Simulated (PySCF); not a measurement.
```tsv
atom	x (Å)	y (Å)	z (Å)
C	0.2773	2.6839	-1.0750
Si	-0.2750	1.5739	0.3737
C	0.8835	0.1197	0.3094
C	1.6039	-0.8463	0.2246
C	2.4071	-2.0467	0.1651
N	3.6380	-1.8403	-0.3709
O	2.0186	-3.1282	0.5489
Si	-2.4631	0.7973	0.1842
Si	-2.7579	-1.5000	0.1533
H	0.1562	2.1705	-2.0251
H	1.3212	2.9732	-0.9902
H	-0.3155	3.5930	-1.1159
H	0.0874	2.2588	1.6285
H	3.9383	-0.9308	-0.6724
H	4.2723	-2.6181	-0.4445
H	-3.2329	1.4172	1.2788
H	-3.0522	1.4236	-1.0158
H	-1.4822	-2.2015	0.2621
H	-3.6200	-1.9455	1.2513
H	-3.4105	-1.9431	-1.0828
```

Geometry: GFN2-xTB.

Level of theory: PBE0/pcSseg-1, SCF density, gas phase, non-relativistic (PySCF 2.14.0).

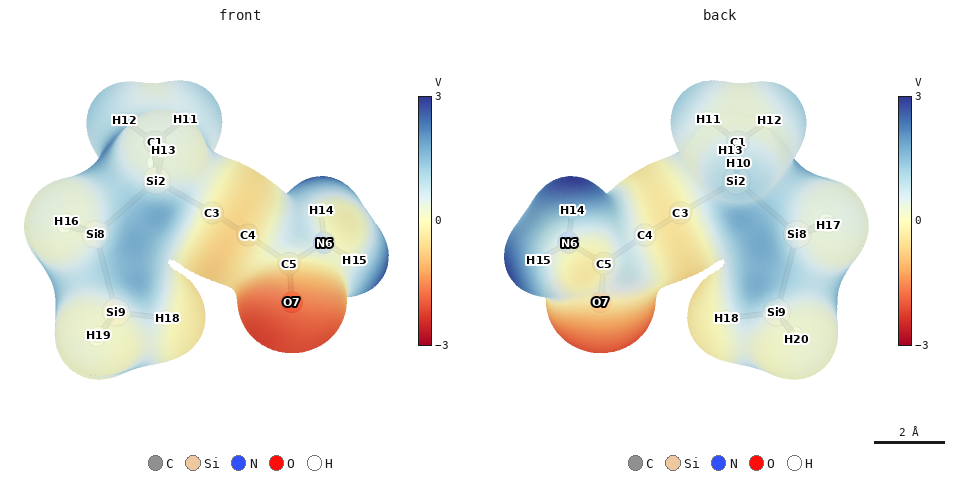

C$_{4}$H$_{11}$NOSi$_{3}$. The electrostatic potential painted on the density surface at 0.004 e/bohr³, seen from the front and from behind; the colour scale runs from red (negative) to blue (positive).

### Describe the electrostatic potential map.

The most negative region (about −2.2 V) lies over O7, the most positive (about +2.8 V) over H14 and H15. O7 is the likeliest acceptor of a hydrogen bond.
